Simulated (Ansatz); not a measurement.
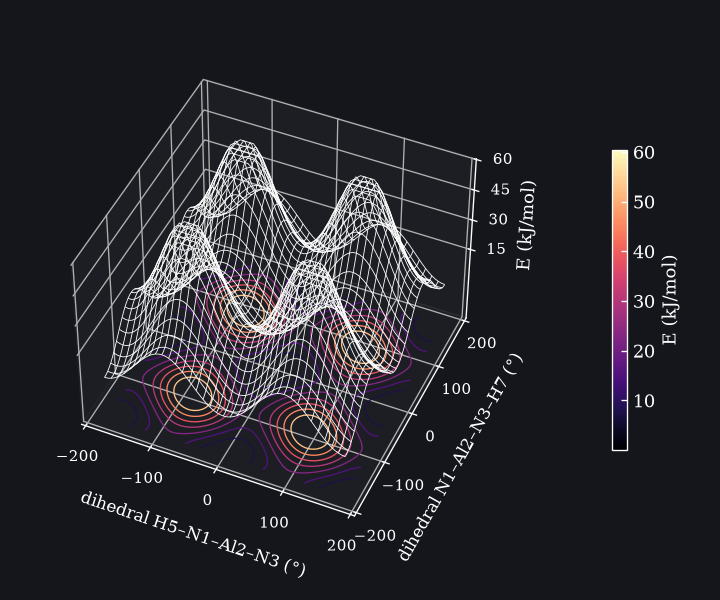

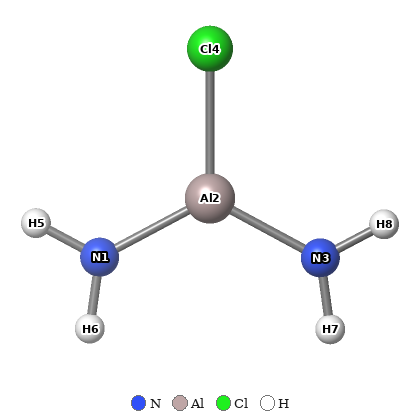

Energy landscape of AlClH₄N₂, SMILES [NH2][Al]([NH2])[Cl]. The first coordinate is: dihedral H5–N1–Al2–N3; the second: dihedral N1–Al2–N3–H7. Nothing is relaxed (all other coordinates rigid). Grid: 18 × 18 points; 98 points were computed and 226 follow by symmetry. All energies are given in kJ/mol relative to the relaxed molecule at the same level. The calculation used RKS CAM-B3LYP-D4/def2-SVP (Ansatz).

The picture shows a relief with its contours projected below, any walls above the top of the colour scale cut off. Between grid points the surface is interpolated. The second picture is the structure at the lowest point.

### Describe this landscape.

The lowest grid point is at dihedral H5–N1–Al2–N3 = −180°, dihedral N1–Al2–N3–H7 = 0°, 0.0 kJ/mol from the relaxed molecule at the same level; the map holds 3 wells of about this depth. There is a further well near dihedral H5–N1–Al2–N3 = 0°, dihedral N1–Al2–N3–H7 = −180° (0.42 kJ/mol above the lowest at that grid point). The highest grid point, dihedral H5–N1–Al2–N3 = −80°, dihedral N1–Al2–N3–H7 = −100°, lies 65.3 kJ/mol above the lowest. On the interpolated surface the easiest way out of the lowest well to a well of about the same depth near dihedral H5–N1–Al2–N3 = −180°, dihedral N1–Al2–N3–H7 = −180° passes a barrier of about 22 kJ/mol. Round the minimum the valley is somewhat tilted: raising dihedral H5–N1–Al2–N3 shifts the best value of dihedral N1–Al2–N3–H7 upwards (coupling k₁₂/√(k₁₁k₂₂) about −0.4).

The whole map (98 points run) took 5.7 min on 1 thread of Arm Neoverse V2 (shared host).
